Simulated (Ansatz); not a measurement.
The calculation's input:

```
crystal:
  periodic: [false, false, false]
  atoms:
    - {symbol: C, position_ang: [0.745337, -0.402041, 1.217670]}
    - {symbol: C, position_ang: [0.507387, 0.663834, 2.090438]}
    - {symbol: C, position_ang: [1.127982, 0.731736, 3.333178]}
    - {symbol: C, position_ang: [-0.444502, 1.758824, 1.661203]}
    - {symbol: H, position_ang: [1.428414, -1.210377, 1.492317]}
    - {symbol: H, position_ang: [0.257339, -0.456790, 0.240717]}
    - {symbol: H, position_ang: [0.943369, 1.563404, 4.017874]}
    - {symbol: H, position_ang: [1.820117, -0.050739, 3.657099]}
    - {symbol: H, position_ang: [-0.083315, 2.259933, 0.748436]}
    - {symbol: H, position_ang: [-0.564025, 2.523079, 2.442315]}
    - {symbol: H, position_ang: [-1.441030, 1.348525, 1.431184]}
basis:
  gaussian: {orbitals: def2-TZVPD}
total_charge: 0
output: {forces: true, orbitals: {seedname: orbitals}}
magnetization: {spin_polarized: true, initial_magnetization: 1}
hamiltonian: {xc: {name: PBE0}}
```

Launched as:

```sh
ansatz run input.yaml --threads 2 --pin off --max-ram 4350MiB --events-out events.jsonl --progress --plain --runs-dir runs
```

Geometry: r2SCAN-D4/def2-SVP.

Computed with isolated molecule in a Gaussian basis; Kohn-Sham density functional theory, functional PBE0 in Ansatz 0.2.0.

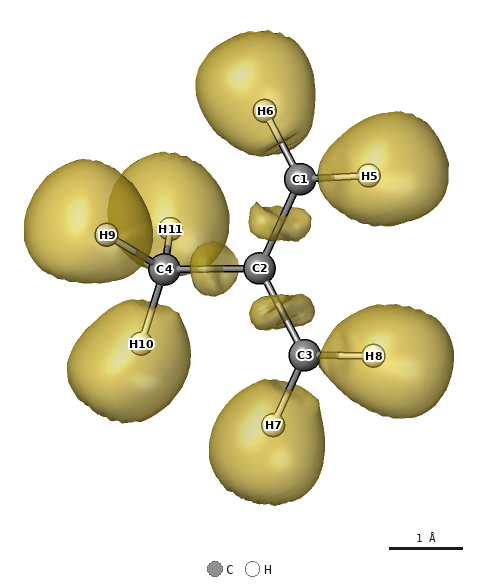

C₄H₇ (SMILES [CH2]C(=C)C) (doublet). Isosurface of the ELF at 0.85 (yellow), seen at a tilt. Core shells and regions of very low density are left out.

What do the ELF domains correspond to?

Answer. At this value the surface marks out three regions between bonded C–C atoms (shared pairs) and seven regions around hydrogen nuclei. Profiles from the grid: C–C (1.39 Å): the ELF peaks at about 0.95 between the atoms (a covalent bond). C–H (1.09 Å): the ELF climbs to about 1 towards the hydrogen, as it does in any bond to H; a covalent bond by its length.
